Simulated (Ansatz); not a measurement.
Take AgI in the wurtzite structure (space group P6_3mc, No. 186; a = 4.560 Å, c = 7.450 Å) as the base. Axes: x lies along a and z along c of the hexagonal cell.

One thing is altered: compressive biaxial strain of 0.27 % in the plane normal to [001], as in epitaxy on a mismatched substrate; the out-of-plane cell vector and the atoms relax.

Calculations: Ansatz (an electronic-structure program) PBEsol, spin-orbit coupling left out.

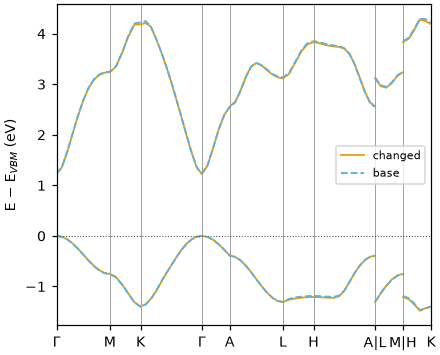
Fig. 1. Highest valence and lowest conduction band along the path, each from its own valence-band maximum

**Question.** Read the changed gap and its character from the plot.

**Answer.** About 1.2 eV, direct at Γ.

Spin-orbit coupling, missing from the scalar runs, can matter with I. Stability against distortions was not tested.
